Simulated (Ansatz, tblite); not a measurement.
**The cluster Si₃Se₃−: isomers from a random search**

Aim: relax the candidate shapes of the cluster Si₃Se₃− that a cheap search turned up, and see how the levels of theory order them.

Computed with Ansatz 0.2.0, Gaussian basis. Level: relaxed with PBE-D4/def2-SVPD, doublet.

2 further runs of the same task are left out: 2 set aside as unsound or not needed.

### 1 The system as given

6 atoms, charge -1, spin multiplicity 2.

Atoms are counted from 1 here; the program's logs count them from 0.

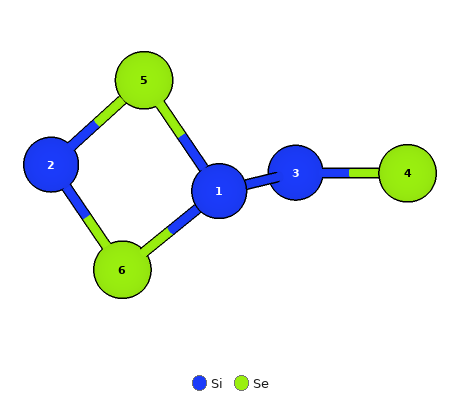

The starting geometry (silicon blue, selenium green); atoms are numbered from 1 in the order of the file.

The ion is computed in the gas phase, without counter-ions or solvent.

A search from random starts with GFN2-xTB found 9 distinct shapes; 3 go on here. The structure above is candidate A, which lies 0.00 eV above the lowest at that level; B lies 0.12 eV above the lowest at that level; C lies 0.31 eV above the lowest at that level.

### 2 Relaxing candidate A

Input file in.yaml:

```yaml
crystal:
  periodic: [false, false, false]
  atoms:
    - {symbol: Si, position_ang: [0.783900, -0.331640, 0.323790]}
    - {symbol: Si, position_ang: [0.612120, 2.615720, -0.857500]}
    - {symbol: Si, position_ang: [-1.308700, -1.318880, 0.347080]}
    - {symbol: Se, position_ang: [-0.960600, -3.410140, 0.832510]}
    - {symbol: Se, position_ang: [0.620890, 0.568030, -1.943290]}
    - {symbol: Se, position_ang: [0.252390, 1.876920, 1.297410]}
basis:
  gaussian: {orbitals: def2-SVPD}
total_charge: -1
magnetization: {spin_polarized: true, initial_magnetization: 1}
hamiltonian: {xc: pbe, dispersion: d4}
scf: {lower_state_search: "off"}
output: {orbitals: {seedname: orbitals}}
relax: {f_tol: 0.02, max_steps: 100}
```

Command:

```sh
$ ansatz run in.yaml --threads 4 --pin off --events-out ev --progress --plain --max-ram 4787MiB
```

Standard output (excerpt; [...] marks lines left out):

```text
Functional definition: PBE
  name "PBE"
  cite "Perdew, Burke & Ernzerhof, Phys. Rev. Lett. 77, 3865 (1996) doi:10.1103/PhysRevLett.77.3865"
  parent pbe
[...]
2037 factors; their error is unknown
[...]
mean field -219614.19111359 eV, -8070.6726635793 hartree, gradient 5.0e-6 eV, S^2 0.755134; 0 other end points of the search recorded, 0 dependent functions left out
[...]
reference -219614.19116474 eV, -8070.6726654590 hartree; 73, 72 occupied and 122, 123 virtual orbitals, 2037 factors
relax step   1: F+E_penalty+E_count = -219614.69369024 eV  Δ(F+E_penalty+E_count) = +0.000e0 eV  max|allowed force component| = 9.119e-1 eV/Å  Δτ_max = 0.0000 Å  (24 SCF iters, accepted)
[...]
relax step   4: F+E_penalty+E_count = -219614.85829258 eV  Δ(F+E_penalty+E_count) = -3.377e-2 eV  max|allowed force component| = 6.901e-2 eV/Å  Δτ_max = 0.2000 Å  (29 SCF iters, accepted)
[...]
relax step   7: F+E_penalty+E_count = -219614.91411273 eV  Δ(F+E_penalty+E_count) = -2.437e-2 eV  max|allowed force component| = 2.163e-1 eV/Å  Δτ_max = 0.1990 Å  (29 SCF iters, accepted)
[...]
relax step  10: F+E_penalty+E_count = -219614.92373186 eV  Δ(F+E_penalty+E_count) = -8.059e-4 eV  max|allowed force component| = 5.162e-2 eV/Å  Δτ_max = 0.0440 Å  (23 SCF iters, accepted)
[...]
relax step  12: F+E_penalty+E_count = -219614.92411848 eV  Δ(F+E_penalty+E_count) = +3.747e-5 eV  max|allowed force component| = 1.315e-2 eV/Å  Δτ_max = 0.0081 Å  (25 SCF iters, rejected (line search))
[...]
relax step  13: F+E_penalty+E_count = -219614.92424454 eV  Δ(F+E_penalty+E_count) = -8.859e-5 eV  max|allowed force component| = 4.631e-3 eV/Å  Δτ_max = 0.0039 Å  (25 SCF iters, accepted)
Total energy: -219614.92429459 eV, -8070.6996074838 hartree
Atom 0 at     1.158950    -0.177901     0.750820 Å, force     0.000456    -0.000213     0.003406 eV/Å
Atom 1 at     0.100629     2.346786    -1.037139 Å, force     0.000154     0.001985     0.001909 eV/Å
Atom 2 at    -1.083788    -1.117592     0.534604 Å, force     0.004173     0.001066    -0.004631 eV/Å
Atom 3 at    -1.152471    -3.256776     0.117235 Å, force    -0.001349    -0.000360     0.002092 eV/Å
Atom 4 at     0.465881     0.092983    -1.598485 Å, force    -0.002608    -0.001621    -0.001720 eV/Å
Atom 5 at     0.510800     2.112510     1.232965 Å, force    -0.000826    -0.000856    -0.001057 eV/Å
Dipole moment:     0.201716     0.413055    -0.030431 e Å
Checks for a lower state left out: stability, starts, cluster_reference, orbital_swaps, neighbouring_geometries, increment
```

Wall time 50 s (4 threads of Arm Neoverse V2, shared host).

Along the way: (the energy doesn't fall at every step)

```csv
step,energy from step 1 (eV),largest force component (eV/Å)
1,0.0000,0.9119
2,-0.1012,0.3572
3,-0.1308,0.1976
4,-0.1646,0.0690
5,-0.1817,0.4366
6,-0.1961,0.3939
7,-0.2204,0.2163
8,-0.2180,0.1625
9,-0.2292,0.0405
10,-0.2300,0.0516
11,-0.2305,0.0249
12,-0.2304,0.0132
13,-0.2306,0.0046
```

The force was under the threshold of 0.02 eV/Å already at step 12, but the program went on to step 13.

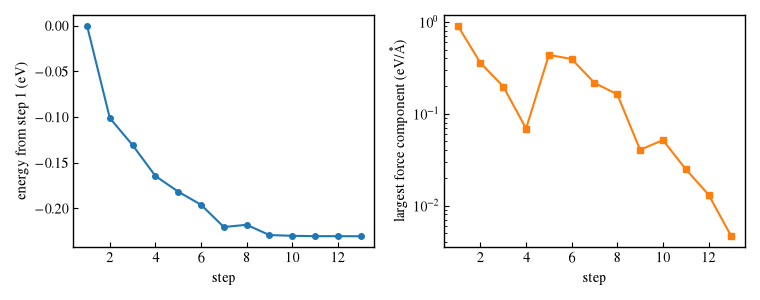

Energy and largest force along the relaxation.

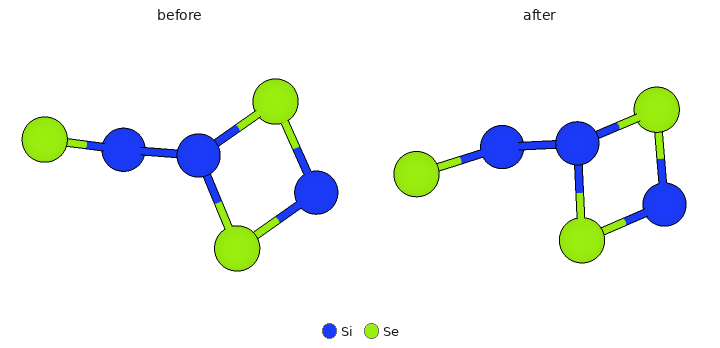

The geometry before (left) and after (right).

Close pairs (by a distance rule), those that changed most:

| bond | before (Å) | after (Å) | change (Å) |
| --- | --- | --- | --- |
| Si1–Si3 | 2.314 | 2.441 | +0.127 |
| Si1–Se6 | 2.471 | 2.429 | -0.043 |
| Si2–Se5 | 2.318 | 2.351 | +0.033 |
| Si1–Se5 | 2.445 | 2.464 | +0.020 |
| Si2–Se6 | 2.306 | 2.319 | +0.012 |
| Si3–Se4 | 2.175 | 2.181 | +0.006 |

### 3 Relaxing candidate B

Input file in.yaml:

```yaml
crystal:
  periodic: [false, false, false]
  atoms:
    - {symbol: Si, position_ang: [1.421230, -1.089860, 1.036240]}
    - {symbol: Si, position_ang: [-1.266800, -1.133220, -1.912690]}
    - {symbol: Si, position_ang: [0.295580, 0.865060, 0.729870]}
    - {symbol: Se, position_ang: [0.561270, 2.694240, 1.881040]}
    - {symbol: Se, position_ang: [0.336020, -2.318300, -0.731760]}
    - {symbol: Se, position_ang: [-1.347300, 0.982080, -1.002700]}
basis:
  gaussian: {orbitals: def2-SVPD}
total_charge: -1
magnetization: {spin_polarized: true, initial_magnetization: 1}
hamiltonian: {xc: pbe, dispersion: d4}
scf: {lower_state_search: "off"}
output: {orbitals: {seedname: orbitals}}
relax: {f_tol: 0.02, max_steps: 100}
```

Same command.

Standard output (excerpt; [...] marks lines left out):

```text
Functional definition: PBE
  name "PBE"
  cite "Perdew, Burke & Ernzerhof, Phys. Rev. Lett. 77, 3865 (1996) doi:10.1103/PhysRevLett.77.3865"
  parent pbe
[...]
2037 factors; their error is unknown
[...]
mean field -219614.88790644 eV, -8070.6982702441 hartree, gradient 7.9e-6 eV, S^2 0.756069; 0 other end points of the search recorded, 0 dependent functions left out
[...]
reference -219614.88795680 eV, -8070.6982720949 hartree; 73, 72 occupied and 122, 123 virtual orbitals, 2037 factors
relax step   1: F+E_penalty+E_count = -219615.40190939 eV  Δ(F+E_penalty+E_count) = +0.000e0 eV  max|allowed force component| = 6.919e-1 eV/Å  Δτ_max = 0.0000 Å  (22 SCF iters, accepted)
[...]
relax step   3: F+E_penalty+E_count = -219615.44570418 eV  Δ(F+E_penalty+E_count) = -1.295e-2 eV  max|allowed force component| = 9.788e-2 eV/Å  Δτ_max = 0.0481 Å  (23 SCF iters, accepted)
[...]
relax step   4: F+E_penalty+E_count = -219615.44792541 eV  Δ(F+E_penalty+E_count) = -2.221e-3 eV  max|allowed force component| = 1.548e-2 eV/Å  Δτ_max = 0.0123 Å  (25 SCF iters, accepted)
Total energy: -219615.44797576 eV, -8070.7188524121 hartree
Atom 0 at     1.412216    -1.130746     1.005931 Å, force     0.002968    -0.002444     0.000471 eV/Å
Atom 1 at    -1.277552    -1.140857    -1.928824 Å, force     0.002077     0.012681     0.006823 eV/Å
Atom 2 at     0.284138     0.900351     0.734209 Å, force     0.010667     0.003806     0.013942 eV/Å
Atom 3 at     0.558348     2.716705     1.888750 Å, force    -0.011494    -0.006594    -0.015476 eV/Å
Atom 4 at     0.344874    -2.304837    -0.714261 Å, force    -0.009007     0.006246    -0.004839 eV/Å
Atom 5 at    -1.322024     0.959383    -0.985805 Å, force     0.004788    -0.013694    -0.000921 eV/Å
Dipole moment:    -0.215096    -0.191287    -0.324472 e Å
Checks for a lower state left out: stability, starts, cluster_reference, orbital_swaps, neighbouring_geometries, increment
```

Wall time 15 s (4 threads of Arm Neoverse V2, shared host).

Step by step:

```
step  energy from step 1 (eV)  largest force component (eV/Å)
   1                   0.0000                          0.6919
   2                  -0.0308                          0.2876
   3                  -0.0438                          0.0979
   4                  -0.0460                          0.0155
```

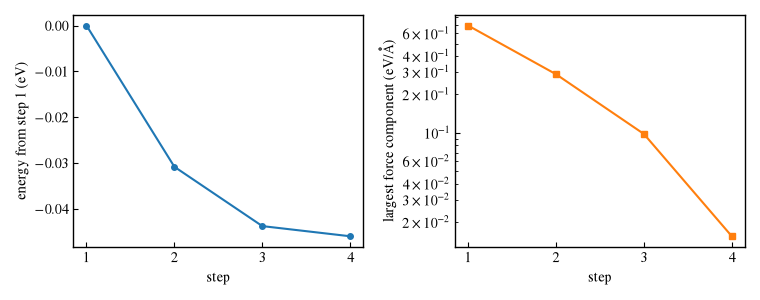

Energy and largest force along the relaxation.

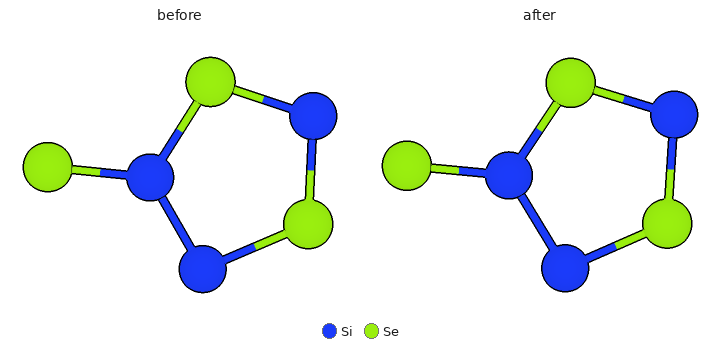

The geometry before (left) and after (right).

Distances of close pairs at the start and the end, largest changes first:

| bond | before (Å) | after (Å) | change (Å) |
| --- | --- | --- | --- |
| Si1–Se5 | 2.411 | 2.340 | -0.071 |
| Si1–Si3 | 2.277 | 2.339 | +0.063 |
| Si3–Se6 | 2.391 | 2.354 | -0.036 |
| Si2–Se5 | 2.317 | 2.337 | +0.020 |
| Si3–Se4 | 2.178 | 2.170 | -0.008 |
| Si2–Se6 | 2.304 | 2.303 | -0.001 |

### 4 Relaxing candidate C

Input file in.yaml:

```yaml
crystal:
  periodic: [false, false, false]
  atoms:
    - {symbol: Si, position_ang: [0.382780, -1.708600, -0.629370]}
    - {symbol: Si, position_ang: [-1.647600, -0.371420, -0.749560]}
    - {symbol: Si, position_ang: [1.194910, 1.878210, 0.519440]}
    - {symbol: Se, position_ang: [2.158300, -0.114130, -0.109780]}
    - {symbol: Se, position_ang: [-1.124890, -1.608230, 1.237660]}
    - {symbol: Se, position_ang: [-0.963500, 1.924170, -0.268390]}
basis:
  gaussian: {orbitals: def2-SVPD}
total_charge: -1
magnetization: {spin_polarized: true, initial_magnetization: 1}
hamiltonian: {xc: pbe, dispersion: d4}
scf: {lower_state_search: "off"}
output: {orbitals: {seedname: orbitals}}
relax: {f_tol: 0.02, max_steps: 100}
```

Same command.

Standard output (excerpt; [...] marks lines left out):

```text
Functional definition: PBE
  name "PBE"
  cite "Perdew, Burke & Ernzerhof, Phys. Rev. Lett. 77, 3865 (1996) doi:10.1103/PhysRevLett.77.3865"
  parent pbe
[...]
2037 factors; their error is unknown
[...]
mean field -219614.76742496 eV, -8070.6938426313 hartree, gradient 8.3e-6 eV, S^2 0.758204; 0 other end points of the search recorded, 0 dependent functions left out
[...]
reference -219614.76747229 eV, -8070.6938443709 hartree; 73, 72 occupied and 122, 123 virtual orbitals, 2037 factors
relax step   1: F+E_penalty+E_count = -219615.33611946 eV  Δ(F+E_penalty+E_count) = +0.000e0 eV  max|allowed force component| = 3.208e-1 eV/Å  Δτ_max = 0.0000 Å  (23 SCF iters, accepted)
[...]
relax step   5: F+E_penalty+E_count = -219615.41609870 eV  Δ(F+E_penalty+E_count) = -6.257e-3 eV  max|allowed force component| = 1.799e-1 eV/Å  Δτ_max = 0.1000 Å  (25 SCF iters, accepted)
[...]
relax step   6: F+E_penalty+E_count = -219615.41968061 eV  Δ(F+E_penalty+E_count) = -3.582e-3 eV  max|allowed force component| = 1.423e-2 eV/Å  Δτ_max = 0.0174 Å  (23 SCF iters, accepted)
Total energy: -219615.41972753 eV, -8070.7178143087 hartree
Atom 0 at     0.385944    -1.692181    -0.670633 Å, force     0.001807     0.009293    -0.003402 eV/Å
Atom 1 at    -1.645405    -0.364920    -0.783590 Å, force     0.005518     0.005892    -0.003520 eV/Å
Atom 2 at     1.216349     1.896142     0.370958 Å, force     0.005351     0.006995     0.000457 eV/Å
Atom 3 at     2.144231    -0.165798     0.024158 Å, force    -0.012931    -0.005512    -0.000531 eV/Å
Atom 4 at    -1.089928    -1.566231     1.207955 Å, force     0.000021    -0.002437     0.008804 eV/Å
Atom 5 at    -1.011191     1.892988    -0.148848 Å, force     0.000233    -0.014231    -0.001807 eV/Å
Dipole moment:     0.079238     0.129991     0.082047 e Å
Checks for a lower state left out: stability, starts, cluster_reference, orbital_swaps, neighbouring_geometries, increment
```

Wall time 24 s (4 threads of Arm Neoverse V2, shared host).

Relaxation path: (the energy doesn't fall at every step)

| step | energy from step 1 (eV) | largest force component (eV/Å) |
| --- | --- | --- |
| 1 | 0.0000 | 0.3208 |
| 2 | -0.0571 | 0.1815 |
| 3 | -0.0737 | 0.1285 |
| 4 | -0.0507 | 0.4448 |
| 5 | -0.0800 | 0.1799 |
| 6 | -0.0836 | 0.0142 |

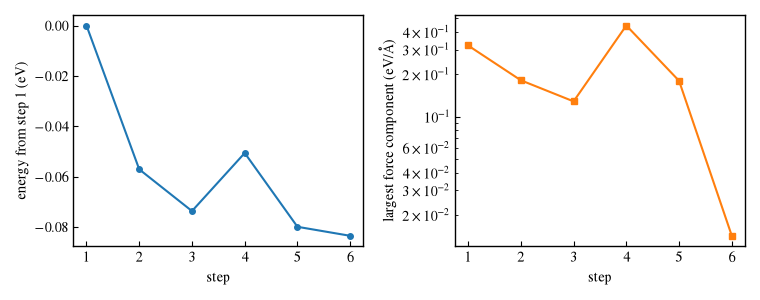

Energy and largest force along the relaxation.

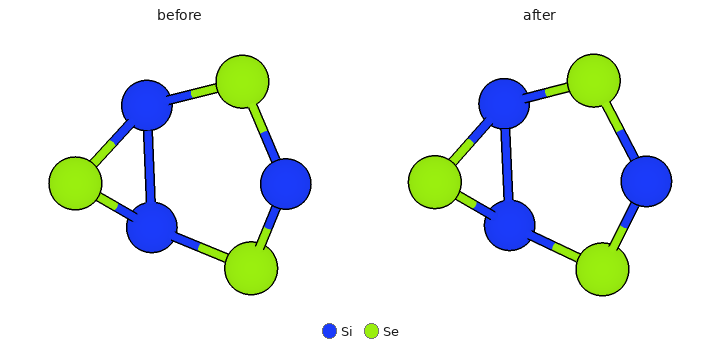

The geometry before (left) and after (right).

Close pairs (by a distance rule), those that changed most:

```csv
bond,before (Å),after (Å),change (Å)
Si2–Se6,2.443,2.430,-0.014
Si3–Se4,2.301,2.288,-0.013
Si1–Se4,2.442,2.430,-0.012
Si3–Se6,2.298,2.287,-0.011
Si1–Se5,2.402,2.392,-0.010
Si2–Se5,2.398,2.391,-0.007
Si1–Si2,2.434,2.429,-0.005
```

### 5 The relaxed candidates

| candidate | point group | bonds (count, mean Å) | energy above the lowest (kcal/mol) |
| --- | --- | --- | --- |
| A | C1 | Se–Si 5, 2.35; Si–Si 1, 2.44 | 12.1 |
| B | Cs | Se–Si 5, 2.30; Si–Si 1, 2.34 | 0.0 |
| C | Cs | Se–Si 6, 2.37; Si–Si 1, 2.43 | 0.7 |

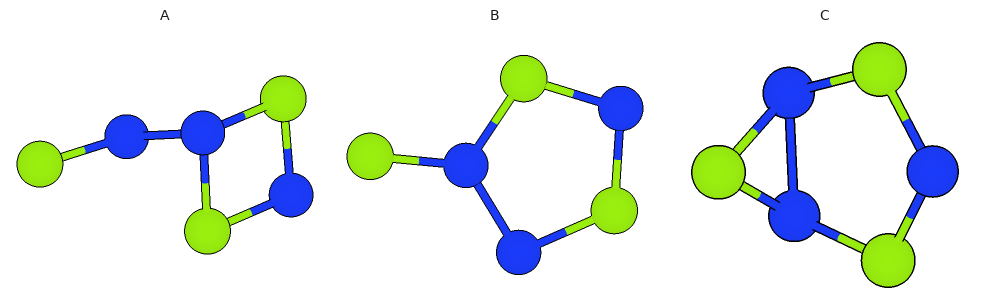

The candidates after relaxation.

### 6 Candidate A, GFN1-xTB

Tight binding, by tblite at 300 K electronic temperature and without a spin-polarisation term:

```python
tblite.interface.Calculator('GFN1-xTB', numbers, positions, charge=-1, uhf=1).singlepoint()
```

Energy -429.1361 eV; 0.008 s.

### 7 Candidate A, GFN2-xTB

Tight binding, by tblite at 300 K electronic temperature and without a spin-polarisation term:

```python
tblite.interface.Calculator('GFN2-xTB', numbers, positions, charge=-1, uhf=1).singlepoint()
```

Energy -409.6235 eV; 0.01 s.

### 8 Candidate A, PBE0-D4/def2-TZVPD

start.molden holds the orbitals of an earlier run on this state, given as this run's starting guess.

Input file in.yaml:

```yaml
crystal:
  periodic: [false, false, false]
  atoms:
    - {symbol: Si, position_ang: [1.158950, -0.177901, 0.750820]}
    - {symbol: Si, position_ang: [0.100629, 2.346786, -1.037139]}
    - {symbol: Si, position_ang: [-1.083788, -1.117592, 0.534604]}
    - {symbol: Se, position_ang: [-1.152471, -3.256776, 0.117235]}
    - {symbol: Se, position_ang: [0.465881, 0.092983, -1.598485]}
    - {symbol: Se, position_ang: [0.510800, 2.112510, 1.232965]}
basis:
  gaussian: {orbitals: def2-TZVPD, initial_orbitals: start.molden}
total_charge: -1
magnetization: {spin_polarized: true, initial_magnetization: 1}
hamiltonian: {xc: pbe0, dispersion: d4}
scf: {omitted_lower_state_checks: [starts]}
output: {orbitals: {seedname: orbitals}}
```

Same command.

Standard output (excerpt; [...] marks lines left out):

```text
Functional definition: PBE0
  name "PBE0"
  cite "Adamo & Barone, J. Chem. Phys. 110, 6158 (1999) doi:10.1063/1.478522"
  cite "Perdew, Burke & Ernzerhof, Phys. Rev. Lett. 77, 3865 (1996) doi:10.1103/PhysRevLett.77.3865"
  parent pbe
[...]
2247 factors; their error is unknown
the host lacks memory for fits, so the integrals are decomposed
1890 factors; integrals over basis functions are off by at most 1.0e-3 eV
[...]
mean field -219654.08878994 eV, -8072.1388761415 hartree, gradient 1.4e-5 eV, S^2 0.763736; 0 other end points of the search recorded, 0 dependent functions left out
reference -219654.08883654 eV, -8072.1388778541 hartree; 73, 72 occupied and 227, 228 virtual orbitals, 1890 factors
Total energy: -219654.54941680 eV, -8072.1558038664 hartree
Checks for a lower state left out: starts
```

Run time: 29 s. Hardware: 4 threads of Arm Neoverse V2, shared host; peak memory 1.6 GiB.

HOMO -1.62 eV, LUMO 0.54 eV (over both spins); ⟨S²⟩ 0.764 (pure: 0.75).

### 9 Candidate A, PBE-D4/def2-TZVPD

in.yaml: that of step 8 with these lines changed.

```diff
@@ -13,4 +13,4 @@
 magnetization: {spin_polarized: true, initial_magnetization: 1}
-hamiltonian: {xc: pbe0, dispersion: d4}
+hamiltonian: {xc: pbe, dispersion: d4}
 scf: {omitted_lower_state_checks: [starts]}
-output: {orbitals: {seedname: orbitals}}
+output: {forces: true, orbitals: {seedname: orbitals}}
```

The command is unchanged.

Standard output (excerpt; [...] marks lines left out):

```text
Functional definition: PBE
  name "PBE"
  cite "Perdew, Burke & Ernzerhof, Phys. Rev. Lett. 77, 3865 (1996) doi:10.1103/PhysRevLett.77.3865"
  parent pbe
[...]
2094 factors; their error is unknown
[...]
mean field -219646.19762761 eV, -8071.8488812747 hartree, gradient 1.4e-5 eV, S^2 0.755967; 0 other end points of the search recorded, 0 dependent functions left out
[...]
reference -219646.19768753 eV, -8071.8488834766 hartree; 73, 72 occupied and 227, 228 virtual orbitals, 2094 factors
Total energy: -219646.72868431 eV, -8071.8683972485 hartree
Atom 0 at     1.158950    -0.177901     0.750820 Å, force    -0.168318     0.132727    -0.105924 eV/Å
Atom 1 at     0.100629     2.346786    -1.037139 Å, force     0.068297    -0.175136     0.141810 eV/Å
Atom 2 at    -1.083788    -1.117592     0.534604 Å, force     0.112052    -0.164384    -0.067088 eV/Å
Atom 3 at    -1.152471    -3.256776     0.117235 Å, force    -0.004436     0.187798     0.038667 eV/Å
Atom 4 at     0.465881     0.092983    -1.598485 Å, force    -0.019931     0.088502     0.146895 eV/Å
Atom 5 at     0.510800     2.112510     1.232965 Å, force     0.012337    -0.069508    -0.154360 eV/Å
Dipole moment:     0.206493     0.418712    -0.032891 e Å
Checks for a lower state left out: starts
```

Run time: 13 s. Hardware: 4 threads of Arm Neoverse V2, shared host; peak memory 0.82 GiB.

From the report: HOMO -0.73 eV, LUMO -0.10 eV (over both spins); ⟨S²⟩ 0.756 (pure: 0.75).

### 10 Candidate A, r2SCAN-D4/def2-TZVPD

in.yaml: that of step 9 with these lines changed.

```diff
@@ -13,4 +13,4 @@
 magnetization: {spin_polarized: true, initial_magnetization: 1}
-hamiltonian: {xc: pbe, dispersion: d4}
+hamiltonian: {xc: r2scan, dispersion: d4}
 scf: {omitted_lower_state_checks: [starts]}
-output: {forces: true, orbitals: {seedname: orbitals}}
+output: {orbitals: {seedname: orbitals}}
```

Same command.

Standard output:

```text
Functional definition: r2SCAN
  name "r2SCAN"
  cite "Furness, Kaplan, Ning, Perdew & Sun, J. Phys. Chem. Lett. 11, 8208 (2020) doi:10.1021/acs.jpclett.0c02405"
  cite "Furness, Kaplan, Ning, Perdew & Sun, J. Phys. Chem. Lett. 11, 9248 (2020) doi:10.1021/acs.jpclett.0c03077"
  parent r2scan
  parameter k0 = 0.174
  parameter k1 = 0.065
  parameter a1 = 4.9479
  exchange = r2scan_x(k0 = k0, k1 = k1, a1 = a1)
  correlation = r2scan_c
these checks for a lower state are left out or cut short: starts
2094 factors; their error is unknown
mean field evaluation 1: about -219684.0587 eV, gradient 8.9e0 eV
mean field evaluation 2: about -219684.1538 eV, gradient 1.8e-1 eV
mean field evaluation 4: about -219684.1124 eV, gradient 5.8e-3 eV
mean field -219684.11244258 eV, -8073.2422250253 hartree, gradient 4.3e-5 eV, S^2 0.764481; 0 other end points of the search recorded, 0 dependent functions left out
reference -219684.11248719 eV, -8073.2422266646 hartree; 73, 72 occupied and 227, 228 virtual orbitals, 2094 factors
Total energy: -219684.22151109 eV, -8073.2462332190 hartree
Checks for a lower state left out: starts
```

Wall time 27 s (4 threads of Arm Neoverse V2, shared host); peak memory 0.92 GiB.

From the report: HOMO -0.98 eV, LUMO 0.01 eV (over both spins); ⟨S²⟩ 0.764 (pure: 0.75).

### 11 Candidate A, r2SCAN0-D4/def2-TZVPD

in.yaml: that of step 10 with these lines changed.

```diff
@@ -13,3 +13,3 @@
 magnetization: {spin_polarized: true, initial_magnetization: 1}
-hamiltonian: {xc: r2scan, dispersion: d4}
+hamiltonian: {xc: {name: r2SCAN0}, dispersion: d4}
 scf: {omitted_lower_state_checks: [starts]}
```

Same command.

Standard output (excerpt; [...] marks lines left out):

```text
Functional definition: r2SCAN0
  name "r2SCAN0"
  cite "Bursch, Neugebauer, Ehlert & Grimme, J. Chem. Phys. 156, 134105 (2022) doi:10.1063/5.0086040"
  cite "Furness, Kaplan, Ning, Perdew & Sun, J. Phys. Chem. Lett. 11, 8208 (2020) doi:10.1021/acs.jpclett.0c02405"
  cite "Furness, Kaplan, Ning, Perdew & Sun, J. Phys. Chem. Lett. 11, 9248 (2020) doi:10.1021/acs.jpclett.0c03077"
  parent r2scan
[...]
2247 factors; their error is unknown
the host lacks memory for fits, so the integrals are decomposed
1890 factors; integrals over basis functions are off by at most 1.0e-3 eV
[...]
mean field -219682.94810842 eV, -8073.1994365342 hartree, gradient 4.9e-5 eV, S^2 0.773053; 0 other end points of the search recorded, 0 dependent functions left out
reference -219682.94814190 eV, -8073.1994377645 hartree; 73, 72 occupied and 227, 228 virtual orbitals, 1890 factors
Total energy: -219683.09129064 eV, -8073.2046983836 hartree
Checks for a lower state left out: starts
```

Wall time 36 s (4 threads of Arm Neoverse V2, shared host); peak memory 1.8 GiB.

Report: HOMO -1.81 eV, LUMO 0.63 eV (over both spins); ⟨S²⟩ 0.773 (pure: 0.75).

(Part 1 of 2 ends here.)
